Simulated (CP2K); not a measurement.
**SiNH4O (SMILES N[SiH]O) at PM6**

Aim: the energy change on altering one bond length of SiNH4O at PM6, from 2 runs. 

Program for the calculation: CP2K 2026.2.

3 further runs of the same task are left out: 1 that didn't finish, 2 set aside as unsound or not needed.

### 1 The structure to begin with

SiNH4O: 7 atoms, total charge 0, spin state doublet. As SMILES, `N[SiH]O`. The coordinates come from a PBE0-D4/def2-TZVP relaxation. This is one conformer, not always the lowest.

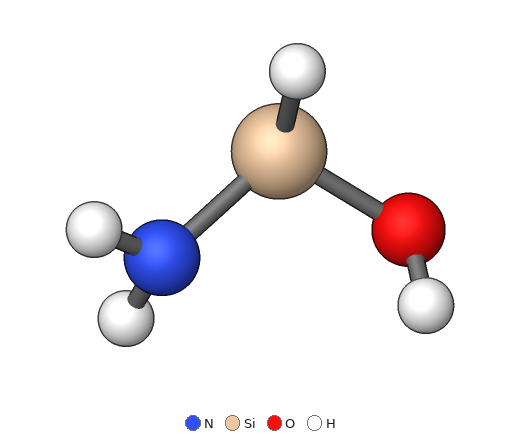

Viewed from a chosen angle; nitrogen blue, silicon light orange, oxygen red, hydrogen white.

### 2 The energy at PM6

Contents of mol.inp:

```
&GLOBAL
  PROJECT mol
  RUN_TYPE ENERGY
  PRINT_LEVEL MEDIUM
&END GLOBAL

&FORCE_EVAL
  METHOD QS
  &DFT
    CHARGE 0
    MULTIPLICITY 2
    SPIN_POLARIZED T
    &QS
      METHOD PM6
      EPS_DEFAULT 1.0E-10
      &SE
        &COULOMB
          CUTOFF [angstrom] 50
          RC_RANGE [angstrom] 0
        &END COULOMB
        &EXCHANGE
          CUTOFF [angstrom] 50
          RC_RANGE [angstrom] 0
        &END EXCHANGE
      &END SE
    &END QS
    &POISSON
      PERIODIC NONE
      POISSON_SOLVER ANALYTIC
    &END POISSON
    &SCF
      SCF_GUESS ATOMIC
      EPS_SCF 1.0E-06
      MAX_SCF 50
      &OT ON
        MINIMIZER CG
        PRECONDITIONER FULL_ALL
      &END OT
      &OUTER_SCF
        EPS_SCF 1.0E-06
        MAX_SCF 10
      &END OUTER_SCF
    &END SCF
    &PRINT
      &MOMENTS
        PERIODIC F
        REFERENCE COM
        MAX_MOMENT 1
      &END MOMENTS
      &MO_CUBES
        NLUMO 3
        NHOMO -1
        WRITE_CUBE F
      &END MO_CUBES
      &HIRSHFELD OFF
      &END HIRSHFELD
    &END PRINT
  &END DFT
  &SUBSYS
    &CELL
      ABC [angstrom] 11.3 10.5 11
      PERIODIC NONE
    &END CELL
    &COORD
      N      4.986550     5.855450     4.739850
      Si     5.974550     5.466150     6.096350
      O      7.304350     4.634750     5.585350
      H      5.325550     6.475250     4.020250
      H      3.995650     5.980350     4.882150
      H      5.082350     4.645250     6.979750
      H      7.162350     4.024750     4.856050
    &END COORD
  &END SUBSYS
&END FORCE_EVAL
```

Command:

```sh
OMP_NUM_THREADS=1 cp2k.psmp -i mol.inp > mol.out 2>&1
```

The program printed:

```text
CP2K| version string:                                       CP2K version 2026.2
[...]
 GLOBAL| Method name                                                        CP2K
[...]
 GLOBAL| Run type                                                         ENERGY
[...]
                             - Atoms:                                          7
[...]
                             - Spherical basis functions:                     21
[...]
 Number of electrons:                                                         10
[...]
     1 OT CG       0.15E+00    0.0     0.22191702       -18.2994992287 -1.83E+01
[...]
    10 OT CG       0.99E+00    0.0     0.00000063       -21.9942008851 -5.31E-10
  *** SCF run converged in    10 steps ***
  Core-core repulsion energy [eV]:                            819.34745777383694
  Core Hamiltonian energy [eV]:                              -994.30400990746386
  Two-electron integral energy [eV]:                         -847.07218154021155
  Electronic energy [eV]:                                   -1417.84010067756958
  Total energy [eV]:                                         -598.49264290373264
  Atomic reference energy [eV]:                               596.71528827697875
  Heat of formation [kcal/mol]:                               -40.98677463187936
[...]
 SE_DIPOLE| Moment [Debye]          1.88207793      -0.31751886       1.60392843
 SE_DIPOLE| Derivative [a.u.]       0.00000000       0.00000000       0.00000000
 *** WARNING in qs_scf_post_se.F:140 :: Printing of MO cube files not ***
 *** implemented for Semi-Empirical method.                           ***
 ENERGY| Total FORCE_EVAL ( QS ) energy [hartree]            -21.994200885139186
[...]
```

Wall time 2.2 s (1 thread of Intel Xeon Platinum 8488C (Sapphire Rapids), shared host); peak memory 0.18 GiB.

### 3 The distorted shape, same level

Contents of calc.inp:

```
&GLOBAL
  PROJECT_NAME calc
  RUN_TYPE ENERGY
  PRINT_LEVEL MEDIUM
&END GLOBAL

&FORCE_EVAL
  METHOD Quickstep
  &DFT
    MULTIPLICITY 2
    LSD T
    ! Quickstep
    &QS
      METHOD PM6
      EPS_DEFAULT 1.0E-10
      &SE
        &COULOMB
          CUTOFF [angstrom] 50
          RC_RANGE [angstrom] 0
        &END COULOMB
        &EXCHANGE
          CUTOFF [angstrom] 50
          RC_RANGE [angstrom] 0
        &END EXCHANGE
      &END SE
    &END QS
    &POISSON
      PERIODIC NONE
      POISSON_SOLVER ANALYTIC
    &END POISSON
    &SCF
      SCF_GUESS ATOMIC
      EPS_SCF 1.0E-06
      MAX_SCF 50
      &OT
        MINIMIZER CG
        PRECONDITIONER FULL_ALL
      &END OT
      &OUTER_SCF
        EPS_SCF 1.0E-06
        MAX_SCF 10
      &END OUTER_SCF
    &END SCF
    &PRINT
      &MOMENTS
        PERIODIC F
        REFERENCE COM
        MAX_MOMENT 1
      &END MOMENTS
      &MO_CUBES
        NLUMO 3
        NHOMO -1
        WRITE_CUBE F
      &END MO_CUBES
      &HIRSHFELD OFF
      &END HIRSHFELD
    &END PRINT
  &END DFT
  ! structure
  &SUBSYS
    ! vacuum box
    &CELL
      ABC 12.6 11.3 11
      PERIODIC NONE
    &END CELL
    &COORD
      N      4.971658     6.671146     4.739850
      Si     5.959658     6.281846     6.096350
      O      8.619242     4.619055     5.074356
      H      5.310658     7.290946     4.020250
      H      3.980757     6.796046     4.882150
      H      5.067458     5.460946     6.979750
      H      8.477242     4.009055     4.345056
    &END COORD
  &END SUBSYS
&END FORCE_EVAL
```

Command:

```sh
OMP_NUM_THREADS=1 cp2k.psmp calc.inp > calc.out
```

The program printed:

```text
CP2K| version string:                                       CP2K version 2026.2
[...]
 GLOBAL| Method name                                                        CP2K
[...]
 GLOBAL| Run type                                                         ENERGY
[...]
                             - Atoms:                                          7
[...]
                             - Spherical basis functions:                     21
[...]
 Number of electrons:                                                         10
[...]
     1 OT CG       0.15E+00    0.0     0.21196084       -18.2692011307 -1.83E+01
[...]
    49 OT CG       0.95E+00    0.0     0.00000063       -21.8298786006 -3.08E-10
  *** SCF run converged in    49 steps ***
  Core-core repulsion energy [eV]:                            681.43373983082040
  Core Hamiltonian energy [eV]:                              -967.95135011860168
  Two-electron integral energy [eV]:                         -615.00719170839466
  Electronic energy [eV]:                                   -1275.45494597279912
  Total energy [eV]:                                         -594.02120614197850
  Atomic reference energy [eV]:                               596.71528827697875
  Heat of formation [kcal/mol]:                                62.12701485954895
[...]
 SE_DIPOLE| Moment [Debye]          2.25308038      -0.37511580       1.16147963
 SE_DIPOLE| Derivative [a.u.]       0.00000000       0.00000000       0.00000000
 *** WARNING in qs_scf_post_se.F:140 :: Printing of MO cube files not ***
 *** implemented for Semi-Empirical method.                           ***
 ENERGY| Total FORCE_EVAL ( QS ) energy [hartree]            -21.829878600564278
[...]
```

It took 3.6 s on 1 thread of Intel Xeon Platinum 8488C (Sapphire Rapids), shared host; peak memory 0.19 GiB.

### 4 Results

At PM6:

```
                                                          quantity           value
                                         first shape: total energy    -21.99420 Eh
                                        first shape: dipole moment          2.49 D
                                    first shape: heat of formation  -41.0 kcal/mol
                                     distorted shape: total energy    -21.82988 Eh
                                    distorted shape: dipole moment          2.56 D
                                distorted shape: heat of formation   62.1 kcal/mol
energy change with the Si2–O3 bond stretched from 1.649 to 3.299 Å        4.471 eV
```

What this shows: With the Si2–O3 bond stretched from 1.649 to 3.299 Å the energy rises by 4.47 eV (431 kJ/mol). The first shape isn't relaxed at this level, so the change isn't measured from a minimum.
